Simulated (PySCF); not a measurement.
Vertical excitations of a molecule C₃H₁₀OSi from TDDFT-PBE/def2-SVPD in PySCF, as energy in eV (oscillator strength): 6.07 (0.017), 6.49 (0.034), 6.68 (0.001), 6.88 (0.000), 7.00 (0.007), 7.22 (0.042), 7.23 (0.000), 7.41 (0.249), 7.44 (0.009), 7.62 (0.002). Lowest triplet (TDA): 5.91 eV. Geometry optimised at B3LYP-D3(BJ)/def2-SVP. One conformer was computed; it need not be the lowest.

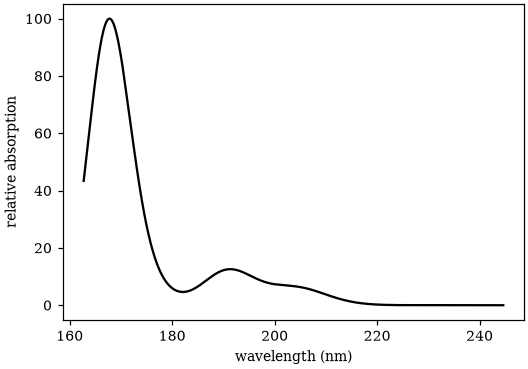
Fig. 1. The lines broadened by 0.4 eV.

Q: Which molecule gave these data?
A) CO[SiH](C)C
B) C[C@@H](O)C[SiH3]
C) CC(C)(O)[SiH3]
D) C[SiH](C)CO

A: C, CC(C)(O)[SiH3]
